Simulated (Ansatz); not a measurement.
# BSi2NH7F: geometry relaxation (part 2 of 2)

BSi2NH7F, SMILES BN([SiH3])[SiH2]F; RKS PBE-D4/def2-SVP (Ansatz 0.2.0). The geometry: force-field start.

### Trajectory as extended XYZ, continued
```
12
Properties=species:S:1:pos:R:3:forces:R:3 step=8 energy=-20732.53366
B     0.3345    1.6007   -0.0583    0.1608   0.3489  -0.3662
N    -0.0720    0.2353    0.0636    0.2586  -0.0458   0.1614
Si    0.3702   -0.6937    1.5274   -0.0677  -0.0080  -0.0617
Si   -0.6198   -0.5406   -1.4229   -0.0156  -0.0527  -0.1288
F    -1.8197    0.3850   -2.0425    0.0302  -0.0509   0.0039
H     0.6758    2.0164   -1.1926   -0.4379  -0.0535   0.5867
H     0.3661    2.3373    0.9349    0.2128  -0.2753  -0.2916
H    -0.5946   -1.8268    1.7434   -0.0266   0.0566   0.0100
H     0.4327    0.2297    2.7049   -0.0540   0.0252   0.0032
H     1.7358   -1.2880    1.2889   -0.0613  -0.0084   0.0726
H    -1.1931   -1.8784   -1.0538    0.0539   0.0306  -0.0339
H     0.4612   -0.6322   -2.4590   -0.0532   0.0333   0.0444
12
Properties=species:S:1:pos:R:3:forces:R:3 step=10 energy=-20732.71551
B     0.3618    1.5931   -0.0970    0.1530   0.2162  -0.0017
N     0.0709    0.2036    0.0136   -0.0040  -0.0585   0.1051
Si    0.3454   -0.6899    1.5431    0.0513  -0.0525   0.0838
Si   -0.5642   -0.5382   -1.4600    0.0053  -0.0823   0.0187
F    -1.8874    0.2994   -1.9270   -0.0441  -0.0271  -0.0276
H     0.2993    2.1411   -1.1989   -0.0556  -0.1246   0.2338
H     0.6939    2.2278    0.8970   -0.0142  -0.0461  -0.1445
H    -0.7321   -1.7070    1.7871   -0.0919   0.0308  -0.1147
H     0.3877    0.2723    2.6887   -0.0021   0.0864  -0.0372
H     1.6484   -1.4416    1.4834   -0.0006   0.0407  -0.0643
H    -0.9787   -1.9395   -1.1241    0.0141  -0.0045  -0.0350
H     0.4320   -0.4763   -2.5718   -0.0113   0.0215  -0.0164
12
Properties=species:S:1:pos:R:3:forces:R:3 step=12 energy=-20732.74741
B     0.4223    1.5970   -0.0929   -0.0254   0.0024  -0.0058
N     0.0850    0.2180    0.0240    0.0159   0.0324  -0.0743
Si    0.3022   -0.6800    1.5527   -0.0016  -0.0580   0.0762
Si   -0.5421   -0.5421   -1.4480   -0.0456  -0.0313   0.0193
F    -2.0042    0.0808   -1.8278   -0.0536   0.0671   0.0451
H     0.2839    2.1334   -1.1789    0.0279   0.0536  -0.0231
H     0.8310    2.2276    0.8670   -0.0082  -0.0283  -0.0144
H    -0.8799   -1.5854    1.7540    0.0006  -0.0018   0.0144
H     0.4222    0.2990    2.6813   -0.0124   0.0046  -0.0247
H     1.5458   -1.5251    1.4836   -0.0241  -0.0024  -0.0110
H    -0.7480   -1.9992   -1.1750    0.0698  -0.0503   0.0250
H     0.3589   -0.2793   -2.6058    0.0567   0.0122  -0.0268
12
Properties=species:S:1:pos:R:3:forces:R:3 step=14 energy=-20732.75596
B     0.4412    1.6004   -0.1023    0.0082  -0.0144   0.0472
N     0.0973    0.2223    0.0160   -0.0055   0.0198  -0.0706
Si    0.2833   -0.6777    1.5513    0.0083  -0.0096   0.0137
Si   -0.5388   -0.5476   -1.4462    0.0220   0.0188   0.0165
F    -2.0398    0.0186   -1.7589   -0.0562   0.0190   0.0162
H     0.3237    2.1475   -1.1868    0.0075  -0.0014  -0.0051
H     0.8447    2.2227    0.8653   -0.0102  -0.0116  -0.0180
H    -0.9183   -1.5578    1.7522   -0.0024   0.0112   0.0047
H     0.4178    0.3071    2.6723   -0.0046  -0.0029  -0.0058
H     1.5058   -1.5523    1.4850   -0.0148  -0.0008   0.0029
H    -0.6565   -2.0182   -1.1893    0.0343  -0.0287   0.0091
H     0.3166   -0.2203   -2.6246    0.0132   0.0005  -0.0108
12
Properties=species:S:1:pos:R:3:forces:R:3 step=16 energy=-20732.76001 accepted=F
B     0.4754    1.6070   -0.1064    0.1628  -0.0556  -0.0193
N     0.1229    0.2304    0.0024   -0.0873   0.0195  -0.0336
Si    0.2444   -0.6675    1.5493    0.0140  -0.0042  -0.0299
Si   -0.5262   -0.5533   -1.4455   -0.2276   0.0186  -0.1022
F    -2.1137   -0.1462   -1.6267    0.3639  -0.1177   0.0373
H     0.4005    2.1535   -1.1956   -0.0479   0.0050   0.0249
H     0.8880    2.2163    0.8650   -0.0568   0.0077   0.0035
H    -1.0101   -1.4758    1.7440    0.0273   0.0295   0.0077
H     0.4259    0.3238    2.6580   -0.0071  -0.0227   0.0026
H     1.4144   -1.6128    1.4927   -0.0252   0.0131   0.0153
H    -0.4574   -2.0462   -1.2365   -0.0150   0.1662  -0.0396
H     0.2130   -0.0844   -2.6667   -0.1012  -0.0594   0.1334
12
Properties=species:S:1:pos:R:3:forces:R:3 step=17 energy=-20732.76377
B     0.4742    1.6022   -0.1065   -0.0034   0.0006   0.0154
N     0.1122    0.2286    0.0040   -0.0033   0.0036  -0.0215
Si    0.2568   -0.6693    1.5476   -0.0053   0.0015   0.0025
Si   -0.5318   -0.5509   -1.4474   -0.0289  -0.0001  -0.0112
F    -2.0917   -0.1018   -1.6675    0.0494  -0.0258   0.0147
H     0.3792    2.1546   -1.1908    0.0052  -0.0059   0.0023
H     0.8688    2.2159    0.8690    0.0052  -0.0016  -0.0051
H    -0.9824   -1.4952    1.7520    0.0012   0.0055  -0.0035
H     0.4243    0.3172    2.6621    0.0026  -0.0006  -0.0031
H     1.4409   -1.5949    1.4905   -0.0093   0.0006   0.0009
H    -0.5140   -2.0347   -1.2249    0.0055   0.0210  -0.0066
H     0.2407   -0.1269   -2.6539   -0.0186   0.0012   0.0154
12
Properties=species:S:1:pos:R:3:forces:R:3 step=19 energy=-20732.76775
B     0.5043    1.6048   -0.1077    0.0969  -0.0189  -0.0376
N     0.1237    0.2357   -0.0069   -0.0469   0.0147   0.0286
Si    0.2244   -0.6568    1.5452    0.0073  -0.0073  -0.0007
Si   -0.5243   -0.5563   -1.4478   -0.0701  -0.0213  -0.0610
F    -2.1318   -0.2528   -1.5716    0.1129  -0.0272   0.0118
H     0.4402    2.1613   -1.1919   -0.0296   0.0034   0.0127
H     0.9135    2.2025    0.8714   -0.0283   0.0086   0.0094
H    -1.0508   -1.4270    1.7493    0.0078   0.0051  -0.0060
H     0.4293    0.3301    2.6528   -0.0004  -0.0026  -0.0010
H     1.3677   -1.6327    1.4959   -0.0110   0.0035   0.0038
H    -0.3623   -2.0403   -1.2790   -0.0077   0.0531  -0.0046
H     0.1432   -0.0238   -2.6755   -0.0310  -0.0110   0.0447
12
Properties=species:S:1:pos:R:3:forces:R:3 step=21 energy=-20732.76975
B     0.5343    1.6000   -0.1150    0.0049   0.0019   0.0153
N     0.1222    0.2407   -0.0089    0.0014  -0.0114  -0.0098
Si    0.2084   -0.6508    1.5444    0.0066   0.0062   0.0019
Si   -0.5265   -0.5574   -1.4470    0.0083   0.0073   0.0140
F    -2.1439   -0.3183   -1.5215   -0.0149  -0.0093  -0.0107
H     0.4727    2.1590   -1.1969    0.0009   0.0024  -0.0078
H     0.9433    2.1935    0.8671    0.0034   0.0025  -0.0017
H    -1.0706   -1.4173    1.7327   -0.0015  -0.0004  -0.0002
H     0.4047    0.3360    2.6533   -0.0027  -0.0019   0.0042
H     1.3484   -1.6304    1.5082   -0.0013   0.0007   0.0009
H    -0.3034   -2.0334   -1.3054   -0.0016   0.0027  -0.0048
H     0.0877    0.0232   -2.6769   -0.0036  -0.0006  -0.0015
12
Properties=species:S:1:pos:R:3:forces:R:3 step=23 energy=-20732.77032
B     0.5703    1.5940   -0.1202    0.0088  -0.0112  -0.0030
N     0.1247    0.2448   -0.0134   -0.0190   0.0089  -0.0148
Si    0.1871   -0.6405    1.5453    0.0065   0.0008   0.0072
Si   -0.5335   -0.5574   -1.4456   -0.0415   0.0054  -0.0111
F    -2.1668   -0.4130   -1.4590    0.0738  -0.0054   0.0014
H     0.5259    2.1542   -1.2025   -0.0034   0.0012   0.0023
H     0.9954    2.1768    0.8618   -0.0025  -0.0056  -0.0010
H    -1.0942   -1.4092    1.7090    0.0047  -0.0008   0.0003
H     0.3599    0.3471    2.6576   -0.0058   0.0000  -0.0036
H     1.3307   -1.6164    1.5316   -0.0002  -0.0020   0.0019
H    -0.2272   -2.0233   -1.3498   -0.0080   0.0227  -0.0033
H     0.0048    0.0876   -2.6808   -0.0134  -0.0141   0.0239
12
Properties=species:S:1:pos:R:3:forces:R:3 step=25 energy=-20732.77082
B     0.5863    1.5880   -0.1238    0.0014   0.0002   0.0083
N     0.1214    0.2459   -0.0147   -0.0048  -0.0109  -0.0199
Si    0.1828   -0.6374    1.5454    0.0056   0.0011   0.0120
Si   -0.5420   -0.5552   -1.4448    0.0242   0.0075   0.0196
F    -2.1732   -0.4236   -1.4408   -0.0318   0.0027  -0.0023
H     0.5463    2.1497   -1.2051    0.0001   0.0017  -0.0022
H     1.0211    2.1639    0.8581    0.0015  -0.0017  -0.0017
H    -1.0833   -1.4344    1.6905    0.0039   0.0009  -0.0018
H     0.3154    0.3545    2.6597   -0.0037  -0.0040  -0.0045
H     1.3478   -1.5882    1.5506   -0.0032   0.0054   0.0003
H    -0.2246   -2.0175   -1.3614    0.0020  -0.0102   0.0022
H    -0.0209    0.0990   -2.6797    0.0048   0.0074  -0.0101
12
Properties=species:S:1:pos:R:3:forces:R:3 step=27 energy=-20732.77150
B     0.6388    1.5688   -0.1340   -0.0168  -0.0222   0.0188
N     0.1196    0.2462   -0.0215    0.0148   0.0117  -0.0160
Si    0.1666   -0.6261    1.5461    0.0165  -0.0144   0.0541
Si   -0.5676   -0.5495   -1.4426    0.0254   0.0095   0.0141
F    -2.2010   -0.4700   -1.3759   -0.0338   0.0005  -0.0028
H     0.6137    2.1361   -1.2125    0.0036  -0.0021  -0.0023
H     1.1042    2.1227    0.8474   -0.0003  -0.0058  -0.0076
H    -1.0544   -1.5035    1.6308    0.0459   0.0318  -0.0037
H     0.1786    0.3755    2.6645   -0.0058  -0.0471  -0.0486
H     1.3927   -1.4999    1.6150   -0.0520   0.0400  -0.0017
H    -0.2045   -2.0032   -1.4038   -0.0009  -0.0070   0.0013
H    -0.1095    0.1476   -2.6794    0.0034   0.0051  -0.0055
12
Properties=species:S:1:pos:R:3:forces:R:3 step=28 energy=-20732.77191
B     0.6495    1.5631   -0.1358    0.0200  -0.0442   0.0059
N     0.1207    0.2442   -0.0237    0.0085   0.0255  -0.0086
Si    0.1666   -0.6235    1.5466    0.0032  -0.0198   0.0605
Si   -0.5767   -0.5470   -1.4420    0.0084   0.0053   0.0060
F    -2.2103   -0.4672   -1.3635   -0.0146   0.0004  -0.0017
H     0.6316    2.1303   -1.2146   -0.0094   0.0040   0.0032
H     1.1269    2.1092    0.8444   -0.0139  -0.0009  -0.0056
H    -1.0333   -1.5319    1.6115    0.0529   0.0346  -0.0031
H     0.1295    0.3788    2.6646    0.0027  -0.0536  -0.0564
H     1.4144   -1.4645    1.6385   -0.0592   0.0469  -0.0025
H    -0.2149   -2.0015   -1.4122   -0.0004  -0.0012   0.0022
H    -0.1269    0.1548   -2.6796    0.0018   0.0029   0.0002
12
Properties=species:S:1:pos:R:3:forces:R:3 step=30 energy=-20732.77285
B     0.6735    1.5483   -0.1408    0.0268  -0.0457  -0.0046
N     0.1250    0.2376   -0.0288   -0.0127   0.0285  -0.0028
Si    0.1661   -0.6200    1.5473    0.0267  -0.0295   0.0790
Si   -0.5958   -0.5414   -1.4414   -0.0102   0.0014  -0.0005
F    -2.2285   -0.4448   -1.3458    0.0157  -0.0013   0.0005
H     0.6603    2.1189   -1.2178   -0.0095   0.0052   0.0073
H     1.1649    2.0832    0.8389   -0.0135   0.0010  -0.0019
H    -0.9813   -1.5974    1.5740    0.0640   0.0548  -0.0015
H     0.0337    0.3801    2.6616   -0.0024  -0.0638  -0.0696
H     1.4596   -1.3830    1.6887   -0.0809   0.0462  -0.0090
H    -0.2494   -2.0001   -1.4218   -0.0022   0.0070  -0.0023
H    -0.1510    0.1633   -2.6800   -0.0017  -0.0037   0.0056
12
Properties=species:S:1:pos:R:3:forces:R:3 step=32 energy=-20732.77451
B     0.6919    1.5367   -0.1444    0.0032  -0.0039   0.0004
N     0.1239    0.2357   -0.0297   -0.0081  -0.0055  -0.0200
Si    0.1656   -0.6170    1.5488    0.0097   0.0002   0.0078
Si   -0.6081   -0.5376   -1.4397    0.0040   0.0074   0.0033
F    -2.2394   -0.4363   -1.3321    0.0000  -0.0019   0.0026
H     0.6815    2.1099   -1.2198   -0.0004   0.0024   0.0008
H     1.1895    2.0665    0.8350    0.0017  -0.0038   0.0026
H    -0.9437   -1.6313    1.5521    0.0069   0.0042   0.0023
H    -0.0277    0.3740    2.6555   -0.0067  -0.0043  -0.0028
H     1.4788   -1.3291    1.7164   -0.0080   0.0050   0.0013
H    -0.2659   -1.9968   -1.4298   -0.0014  -0.0010   0.0003
H    -0.1692    0.1702   -2.6783   -0.0009   0.0012   0.0013
```

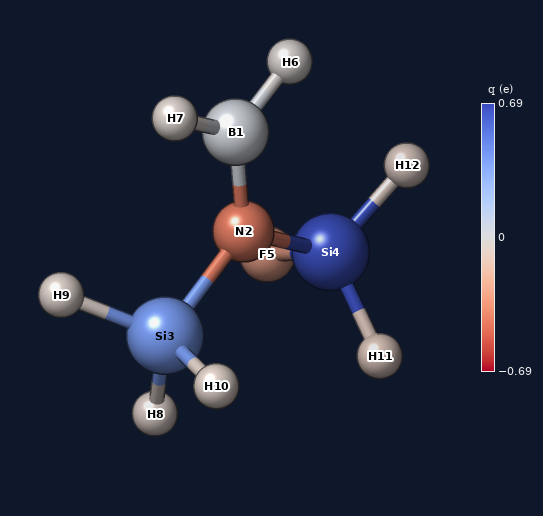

*Mulliken charges, as the colour of each atom (ball-and-stick view, seen at a tilt; atoms are numbered from 1 in the order of the input).*

By element: B +0.02, N −0.42, Si +0.40 to +0.66, F −0.29 and H −0.09 to −0.03 e.

This output came from the following input.

### Input
```yaml
crystal:
  periodic: [false, false, false]
  atoms:
    - {symbol: B, position_ang: [0.300300, 1.575900, 0.030500]}
    - {symbol: N, position_ang: [-0.553400, 0.351500, 0.293900]}
    - {symbol: Si, position_ang: [0.408000, -0.701100, 1.338000]}
    - {symbol: Si, position_ang: [-0.715000, -0.490100, -1.267400]}
    - {symbol: F, position_ang: [-1.731000, 0.439600, -2.309300]}
    - {symbol: H, position_ang: [1.320700, 1.585500, -0.489300]}
    - {symbol: H, position_ang: [-0.171500, 2.674700, 0.315600]}
    - {symbol: H, position_ang: [-0.246400, -1.937200, 1.610100]}
    - {symbol: H, position_ang: [0.698600, -0.005200, 2.673100]}
    - {symbol: H, position_ang: [1.727300, -1.011200, 0.726400]}
    - {symbol: H, position_ang: [-1.489900, -1.776800, -1.002600]}
    - {symbol: H, position_ang: [0.529400, -0.760800, -1.884900]}
basis:
  gaussian: {orbitals: def2-SVP}
hamiltonian: {xc: pbe, dispersion: d4}
relax: {f_tol: 0.03, max_steps: 200}
```

Launched with:
```bash
ansatz run in.yaml --threads 4 --pin off --events-out ev --progress --plain --max-ram 10444MiB
```

### Key numbers

| quantity | value |
| --- | --- |
| outcome | converged |
| total energy | −20732.7746 eV |
| mean-field energy | −20732.4908 eV |
| dispersion energy | −0.2837 eV |
| SCF solution under orbital rotations | stable |
| largest force (length of the vector) at the end | 0.022 eV/Å |
| dipole moment | 1.31 D |
| hardware | 4 threads of Intel Xeon @ 2.90GHz, 163 GiB of memory available, shared host |
| wall time | 38 s (CPU time 2.1 min) |
| peak memory | 0.17 GiB |
